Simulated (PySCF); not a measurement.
# SiH3S (SMILES [SiH2]S) at 6 levels

Aim: a comparison of 6 runs (UB3LYP/6-31G*, U-r2SCAN/def2-TZVP, UB2PLYP/def2-TZVP, UB3LYP/def2-TZVP, UBLYP/def2-TZVP, UCAM-B3LYP/def2-TZVP) of SiH3S. 

Program for the calculation: PySCF 2.14.0.

2 further runs of the same task are left out: 2 set aside as unsound or not needed.

### 1 The system as given

SiH3S: 5 atoms, total charge 0, spin state doublet. SMILES: `[SiH2]S`. The shape is that of a PBE0-D4/def2-TZVP optimisation. This is one conformer, not always the lowest.

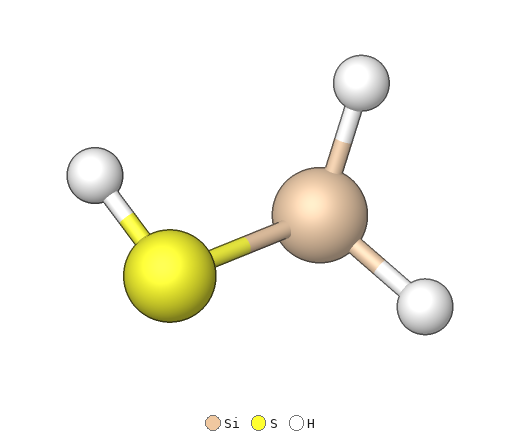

Viewed from a chosen angle; silicon light orange, sulfur yellow, hydrogen white.

### 2 A single-point energy at UB3LYP/6-31G(d) (spherical functions) (run 1)

Input file run.py:

```python
from pyscf import gto, dft

molecule = gto.M(
    atom='''
Si    -0.096300    -0.694000    -0.309300
S      0.273100     1.406000    -0.294500
H     -0.094500    -1.256800     1.073000
H     -1.440300    -0.843200    -0.929900
H      1.407800     1.314300     0.419300
''',
    charge=0,
    verbose=3,
    spin=1,
    max_memory=1860,
    basis='6-31g*',
)

mf = dft.UKS(molecule)
mf.xc = 'b3lyp'
mf.grids.level = 5
mf.conv_tol = 1e-10
mf.kernel()
if not mf.converged:
    mf = mf.newton().run(mf.mo_coeff, mf.mo_occ)

energy = mf.e_tot
print('E = %.10f Eh' % energy)
```

On the command line:

```console
OMP_NUM_THREADS=1 python run.py
```

Standard output:

```text
WARN: HOMO -0.167644880062299 >= LUMO -0.1676448800623

converged SCF energy = -689.452500408167  <S^2> = 0.75167557  2S+1 = 2.0016749
E = -689.4525004082 Eh
```

Wall time 29 s (1 thread of Intel Xeon Platinum 8259CL at 2.50GHz (Skylake/Cascade Lake), shared host); peak memory 0.27 GiB.

### 3 A single-point energy at U-r2SCAN/def2-TZVP (run 2)

Input file input.py:

```python
# [SiH2]S
from pyscf import gto, dft

molecule = gto.Mole()
molecule.atom = '''
Si      -0.096300      -0.694000      -0.309300
S        0.273100       1.406000      -0.294500
H       -0.094500      -1.256800       1.073000
H       -1.440300      -0.843200      -0.929900
H        1.407800       1.314300       0.419300
'''
molecule.max_memory = 1860
molecule.basis = 'def2-tzvp'
molecule.charge = 0
molecule.verbose = 3
molecule.spin = 1
molecule.build()

myscf = dft.UKS(molecule, xc='r2scan')
myscf.conv_tol = 1e-10
myscf.grids.level = 5
myscf.kernel()
if not myscf.converged:
    myscf = myscf.newton().run(myscf.mo_coeff, myscf.mo_occ)

etot = myscf.e_tot
print('E = %.10f Eh' % etot)
```

On the command line:

```console
OMP_NUM_THREADS=1 python input.py
```

Standard output:

```text
converged SCF energy = -689.427210136124  <S^2> = 0.75461489  2S+1 = 2.0046096
E = -689.4272101361 Eh
```

It took 41 s on 1 thread of Intel Xeon Platinum 8259CL at 2.50GHz (Skylake/Cascade Lake), shared host; peak memory 0.51 GiB.

Runs 3 to 5 aren't shown in full; the table further down has their settings and results.

### 4 The energy at UCAM-B3LYP/def2-TZVP (run 6)

Input file calc.py:

```python
from pyscf import gto, dft

mol = gto.M(
    atom='''
Si    -0.181981    -1.311470    -0.584492
S      0.516084     2.656955    -0.556524
H     -0.178579    -2.375008     2.027676
H     -2.721773    -1.593417    -1.757256
H      2.660356     2.483667     0.792362
''',
    max_memory=1860,
    unit='bohr',
    basis='def2-tzvp',
    verbose=3,
    spin=1,
)

calc0 = dft.UKS(mol, xc='cam-b3lyp')
calc0.grids.level = 5
calc0.conv_tol = 1e-10
calc0.kernel()
if not calc0.converged:
    calc0 = calc0.newton().run(calc0.mo_coeff, calc0.mo_occ)

e_tot = calc0.e_tot
print('Final energy', e_tot)
```

On the command line:

```console
OMP_NUM_THREADS=1 python calc.py
```

Standard output:

```text
WARN: HOMO -0.157730405475881 >= LUMO -0.157730405475874

converged SCF energy = -689.493476150715  <S^2> = 0.75340568  2S+1 = 2.0034028
Final energy -689.4934761507152
```

Wall time 44 s (1 thread of Intel Xeon Platinum 8259CL at 2.50GHz (Skylake/Cascade Lake), shared host); peak memory 0.46 GiB.

### 5 The series

```
run                                level  frozen core orbitals  energy (Eh)  dipole moment (D)  HOMO energy (eV)  LUMO energy (eV)  wall time
  1  UB3LYP/6-31G* (spherical functions)                     –  -689.452500               1.15             -5.72             -2.92       29 s
  2                   U-r2SCAN/def2-TZVP                     –  -689.427210               0.91             -5.26             -2.98       41 s
  3                    UB2PLYP/def2-TZVP                    10  -689.224114               0.98             -6.98             -1.34       37 s
  4                     UB3LYP/def2-TZVP                     –  -689.522755               0.88             -5.75             -2.93       23 s
  5                      UBLYP/def2-TZVP                     –  -689.472212               0.82             -4.71             -3.45       21 s
  6                 UCAM-B3LYP/def2-TZVP                     –  -689.493476               0.95             -7.23             -1.67       44 s
```

### 6 Results

| quantity | value |
| --- | --- |
| run 6: total energy | -689.49348 Eh |
| run 6: dipole moment | 0.95 D |
| run 6: HOMO energy (highest over α and β) | -7.23 eV |
| run 6: LUMO energy (lowest over α and β) | -1.67 eV |
| run 6: ⟨S²⟩ | 0.753 |

**Reading.** The dipole moment (its size) runs from 0.82 D (UBLYP/def2-TZVP) to 1.15 D (UB3LYP/6-31G*). The two ends differ in method and basis. Totals of different functionals can't be ranked against each other. All runs together took 3.2 min, the longest 44 s.
